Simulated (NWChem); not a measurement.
**InPH6 (SMILES [PH3+][InH3-]): PBE0-D3(BJ)/def2-SVP (core potential)**

We compute a geometry optimisation of InPH6. 

The calculation is run with NWChem 7.3.0.

1 further run of the same task is left out (set aside as unsound or not needed).

## Step 1: The system as given

The species is InPH6 (8 atoms), meant as a singlet with charge 0. SMILES: `[PH3+][InH3-]`. Geometry: relaxed at PBE0-D4/def2-TZVP. The run starts from this shape.

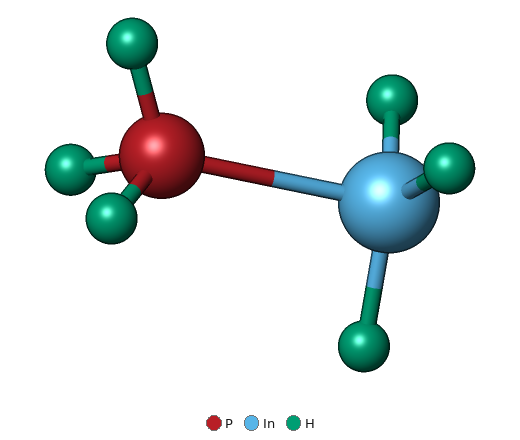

The structure, seen from a chosen angle (phosphorus red, indium blue, hydrogen teal).

## Step 2: A structure relaxation at PBE0-D3(BJ)/def2-SVP (core potential)

h6inp.nw

```
start h6inp
title "H6InP"
memory 2200 mb

geometry
P     -0.593300     0.062600    -1.026600
In     0.822000    -0.099900     1.362800
H     -1.997500    -0.077200    -1.021800
H     -0.318900    -0.855700    -2.062100
H     -0.526800     1.240500    -1.800800
H      0.023300     1.240800     2.111900
H      2.376100     0.140700     0.638900
H      0.307400    -1.708800     1.741800
end

basis spherical bse
P library def2-SVP
In library def2-SVP
H library def2-SVP
end

ecp bse
In library def2-SVP
end

dft
xc pbe0
disp vdw 4
grid fine
convergence energy 1e-07
iterations 100
mulliken
print low
end

driver
maxiter 60
end

freq
temp 2 298.15 500
end

task dft optimize
task dft frequencies
```

Command:

```bash
$ nwchem h6inp.nw > h6inp.out
```

Standard output:

```text
[...]
 d= 0,ls=0.0,diis     1   -534.7649654217 -6.49D+02  8.93D-03  1.44D-01     2.1
[...]
         Total DFT energy =     -534.794096060783
[...]
@    0    -534.79409606  0.0D+00  0.00361  0.00134  0.00000  0.00000     14.4
[...]
         Total DFT energy =     -534.794199673751
[...]
@    1    -534.79422372 -1.3D-04  0.00133  0.00041  0.00790  0.01832     30.4
[...]
@    3    -534.79426056 -3.6D-06  0.00053  0.00017  0.00157  0.00350     52.5
[...]
         Total DFT energy =     -534.794267809243
[...]
@    4    -534.79426781 -7.2D-06  0.00031  0.00012  0.00567  0.01317     65.3
[...]
         Total DFT energy =     -534.794268723687
[...]
         Total DFT energy =   -534.794268723687
                         DFT ENERGY GRADIENTS
    atom               coordinates                        gradient
                 x          y          z           x          y          z
   1 P      -0.000713  -3.885405   0.001066   -0.000005  -0.000179  -0.000000
   2 In      0.000366   1.435435   0.000352    0.000006  -0.000035  -0.000003
   3 H      -0.756940  -5.214430  -2.201793    0.000037   0.000053   0.000104
   4 H      -1.532002  -5.210347   1.758993    0.000072   0.000061  -0.000082
   5 H       2.285661  -5.212765   0.449811   -0.000106   0.000056  -0.000022
   6 H       2.154256   1.717934  -2.464832    0.000051   0.000018  -0.000056
   7 H       1.058435   1.715517   3.098519    0.000023   0.000013   0.000075
   8 H      -3.211687   1.717477  -0.632004   -0.000078   0.000014  -0.000016
[...]
@    5    -534.79426872 -9.1D-07  0.00013  0.00005  0.00045  0.00085     71.8
[...]
      Optimization converged
[...]
@    5    -534.79426872 -9.1D-07  0.00013  0.00005  0.00045  0.00085     71.8
[...]
 d= 0,ls=0.0,diis     2   -534.7942714308 -4.72D-10  5.40D-07  1.28D-09    78.3
         Total DFT energy =     -534.794271430815
      One electron energy =    -1036.251565569807
           Coulomb energy =      429.977821924048
    Exchange-Corr. energy =      -41.957127232167
 Nuclear repulsion energy =      113.441164604959
    Dispersion correction =       -0.004565157848
[...]
 Zero-Point correction to Energy  =   27.463 kcal/mol  (  0.043766 au)
 Thermal correction to Energy     =   36.295 kcal/mol  (  0.057839 au)
 Thermal correction to Enthalpy   =   37.288 kcal/mol  (  0.059422 au)
 Total Entropy                    =   93.229 cal/mol-K
   - Translational                =   43.514 cal/mol-K (mol. weight = 151.9248)
   - Rotational                   =   26.509 cal/mol-K (symmetry #  =        1)
   - Vibrational                  =   23.206 cal/mol-K
 Cv (constant volume heat capacity) =   26.005 cal/mol-K
   - Translational                  =    2.979 cal/mol-K
   - Rotational                     =    2.979 cal/mol-K
   - Vibrational                    =   20.046 cal/mol-K
[...]
```

Run time: 7.6 min. Hardware: 1 thread of Intel Xeon Platinum 8488C (Sapphire Rapids), shared host; peak memory 0.21 GiB.

Steps, from the record of the run:

```csv
step,energy from the first frame kept (eV)
0,0.0000
1,-0.0035
2,-0.0044
3,-0.0045
4,-0.0047
5,-0.0047
```

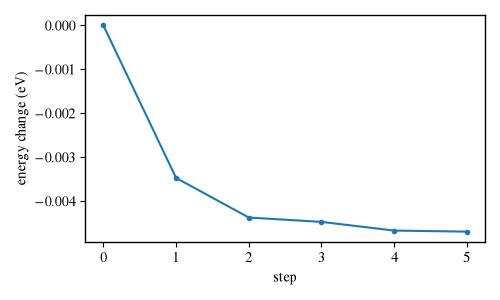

Energy along the run.

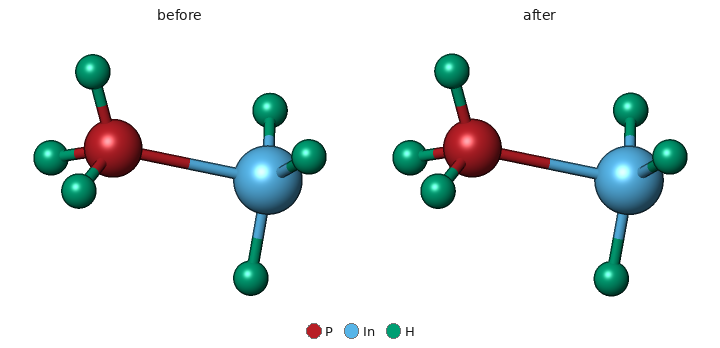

Before and after, at one scale.

After the run. Bond lengths: P1–In2 2.816 Å, P1–H3 1.419 Å, P1–H4 1.419 Å, P1–H5 1.419 Å, In2–H6 1.739 Å, In2–H7 1.739 Å, In2–H8 1.739 Å. Some angles: P1–In2–H6 94.9°, P1–In2–H7 94.9°, P1–In2–H8 94.9°, In2–P1–H3 119.7°, In2–P1–H4 119.6°, In2–P1–H5 119.7°, H6–In2–H7 119.3°, H6–In2–H8 119.3°, H7–In2–H8 119.3°, H3–P1–H4 97.6°.

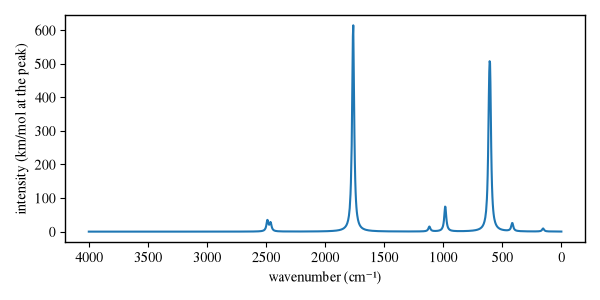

Harmonic infrared spectrum, unscaled, lines broadened by 10 cm⁻¹.

## Step 3: Summary of results

At PBE0-D3(BJ)/def2-SVP (core potential):

```
                   quantity          value
    total energy at the end  -534.79427 Eh
          dispersion energy  -11.99 kJ/mol
 lowest harmonic wavenumber        84 cm⁻¹
highest harmonic wavenumber      2488 cm⁻¹
          zero-point energy   114.9 kJ/mol
```

What this shows: At the final geometry: Bond lengths: P1–In2 2.816 Å, P1–H3 1.419 Å, P1–H4 1.419 Å, P1–H5 1.419 Å, In2–H6 1.739 Å, In2–H7 1.739 Å, In2–H8 1.739 Å. Some angles: P1–In2–H6 94.9°, P1–In2–H7 94.9°, P1–In2–H8 94.9°, In2–P1–H3 119.7°, In2–P1–H4 119.6°, In2–P1–H5 119.7°, H6–In2–H7 119.3°, H6–In2–H8 119.3°, H7–In2–H8 119.3°, H3–P1–H4 97.6°. The program took a symmetry number of 1 where this shape has 3, so the entropy in its output is too high by R ln(3/1) = 2.18 cal/(mol K). All 18 modes are real, so the shape is a minimum at this level. The optimisation took 6 steps and changed the energy by -0.005 eV. Mulliken charges run from -0.12 on H6 to +0.19 on In2; they depend strongly on the basis.
